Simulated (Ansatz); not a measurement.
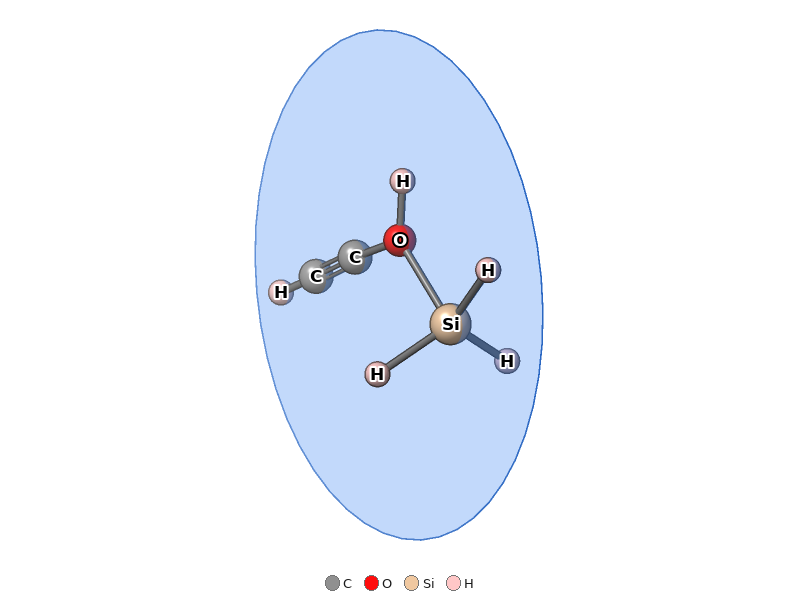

All proper rotation axes (lines) and mirror planes (discs) of the structure are drawn in. Distant atoms are faded towards the background colour. Charge +1, singlet. The computed structure is the end point of a PBE0-D4/def2-TZVP optimisation. No frequency run is at hand to confirm it as a minimum.

Name the symmetry elements and the point group.

Answer. It has 1 mirror plane. Point group Cs. The group has 2 operations. The geometry is achiral, and symmetry allows a dipole moment.
